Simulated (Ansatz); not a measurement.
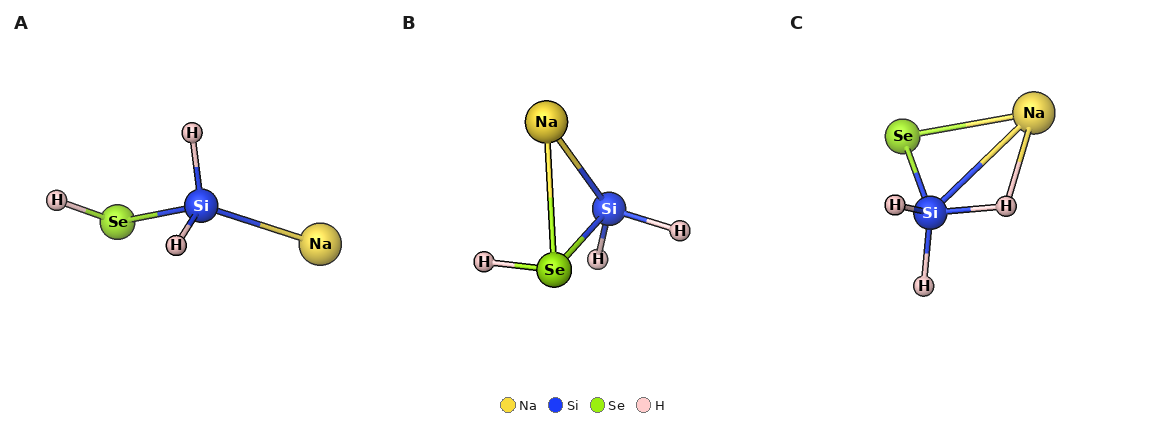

3 stationary structures of one formula. Geometries: PBE0-D4/def2-TZVP. Electronic energies: PBE0-D4/def2-TZVPP (Ansatz 0.2.0), without zero-point energy. No frequency run is at hand to confirm each as a minimum.

### Which structure is the most stable?

C is lowest (Cs); B lies 1.362 eV above it (C1), A lies 1.402 eV above it (Cs).
